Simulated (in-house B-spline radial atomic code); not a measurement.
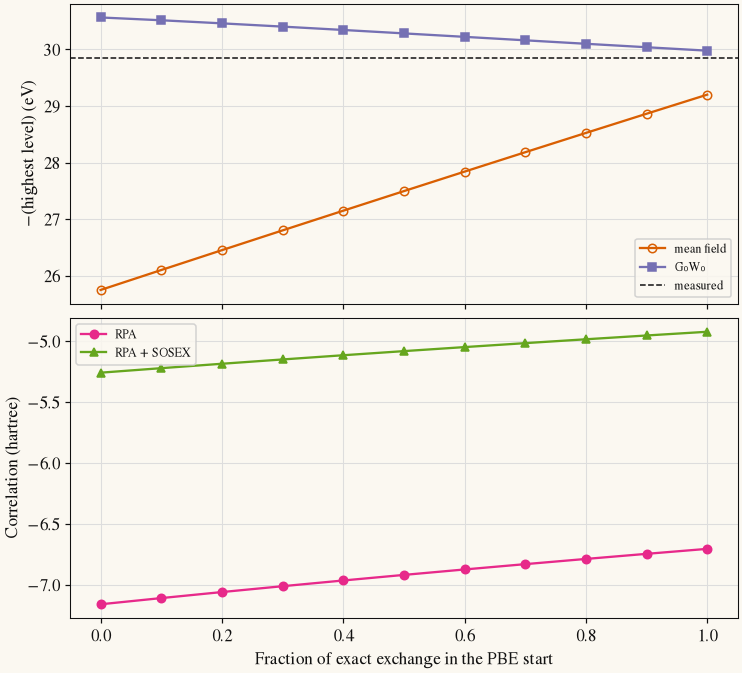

G₀W₀ and RPA for Tl²⁺ ([Xe] 4f¹⁴ 5d¹⁰ 6s) as exact exchange is mixed into the PBE start. All-electron spherical atom, scalar X2C, no spin-orbit coupling, Breit or QED terms; computed with a B-spline radial code.

How do the results depend on the fraction of exact exchange?

The mean-field binding energy of 6s↑ runs from 25.75 eV at fraction 0 to 29.20 eV at 1, the G₀W₀ value only from 30.57 to 29.98 eV. The two curves don't cross in this range. The measured removal energy is 29.85 eV. The RPA correlation energy goes from −7.16 to −6.70 hartree, and with SOSEX from −5.26 to −4.92.
